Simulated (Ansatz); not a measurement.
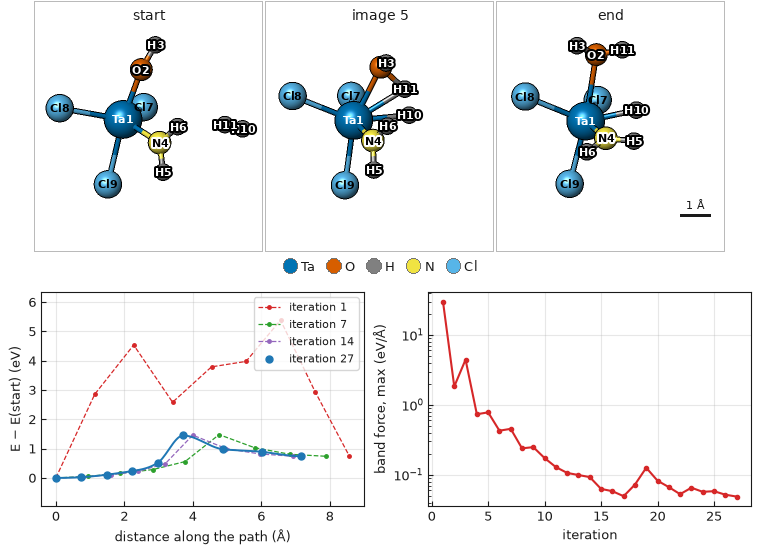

A nudged-elastic-band calculation for TaNH5OCl3, made up at the start of TaNH3OCl3 and H2. Images are numbered from 0 (start) to 8 (end). The plot follows the band through its iterations. The picture is a ball-and-stick view, seen at a tilt.

Computed with RKS PBE-D4/def2-SVP in Ansatz. Settings: 7 movable images; climbing image; force threshold 0.05 eV/Å; iteration limit 60; starting path through a guess of the saddle point.

Judge this run.

The result is final at these settings. The band converged in 27 iterations. The largest component of the band force went from 30 to 0.049 eV/Å. The climbing image converged on the top of the path. Its vibrational analysis gives one imaginary mode (1020i cm⁻¹), as a transition state must have. The first iteration put the highest image at 5.38 eV. The energy climbs by 1.45 eV to image 5 and then falls by 0.71 eV, so the end point sits at +0.74 eV.

Limits of the set-up: the start holds two separate molecules, 3.0 Å apart at their closest, whose relative position is a soft coordinate.
